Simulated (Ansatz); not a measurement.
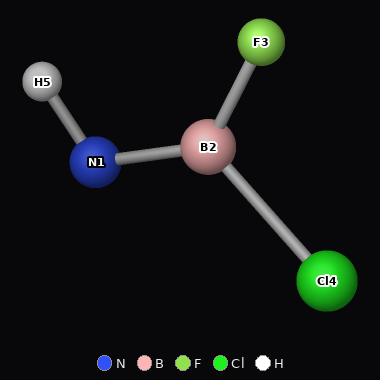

The system is BClFHN, SMILES [NH-]B(F)Cl, charge −1; the picture shows the reference structure. Coordinates scanned: (1) angle H5–N1–B2; (2) dihedral H5–N1–B2–F3. Nothing is relaxed (all other coordinates rigid). The grid has 7 × 8 points; 35 points were computed and 21 follow by symmetry. Points are written as (first, second). All energies are given in kJ/mol relative to the lowest grid point. Computed with RKS B3LYP-D4/def2-TZVPD (Ansatz).

Its coordinates:

```xyz
5

N    -0.0482    1.1072   -0.0603
B    -0.0739   -0.2336   -0.0232
F     0.8710   -1.1513    0.4132
Cl   -1.5753   -1.2068   -0.6293
H     0.8264    1.4844    0.2996
```

Range: angle H5–N1–B2 from 87.1 to 137.1°; dihedral H5–N1–B2–F3 from −180 to 135°.

What will the energy surface look like?

Answer. The lowest grid point is at (112.1°, −180°). A higher local minimum lies near (112.1°, 0°) (4.0 kJ/mol above the lowest at that grid point). The highest grid point, (87.1°, −90°), lies 111 kJ/mol above the lowest. Round the minimum the two coordinates are nearly uncoupled.

```
dihedral H5–N1–B2–F3 ↓, angle H5–N1–B2 →  87.1  95.5  103.8  112.1  120.5  128.8  137.1
                                     135    68    50     38     32     31     33     37
                                      90   111    94     81     71     65     60     58
                                      45    70    53     41     36     34     36     40
                                       0    35    17      7      4      7     13     22
                                     −45    70    53     41     36     34     36     40
                                     −90   111    94     81     71     65     60     58
                                    −135    68    50     38     32     31     33     37
                                    −180    35    15      4      0      2      9     18
```

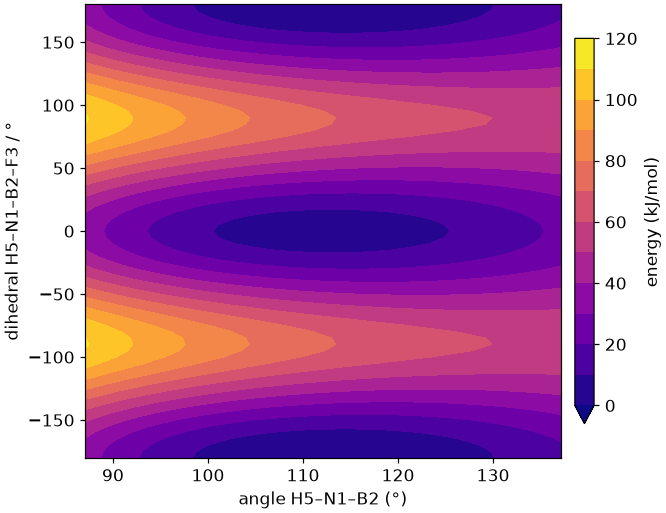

The picture shows filled contours. Between grid points the surface is interpolated.

Each point was launched as `ansatz run input.yaml --threads 1 --pin off --max-ram 2048MiB --backend cpu --events-out ev --progress --plain --runs-dir out`. The whole map (35 points run) took 5.1 min on 1 thread of Intel(R) Xeon(R) Platinum 8259CL CPU @ 2.50GHz (Skylake/Cascade Lake), on a shared host.
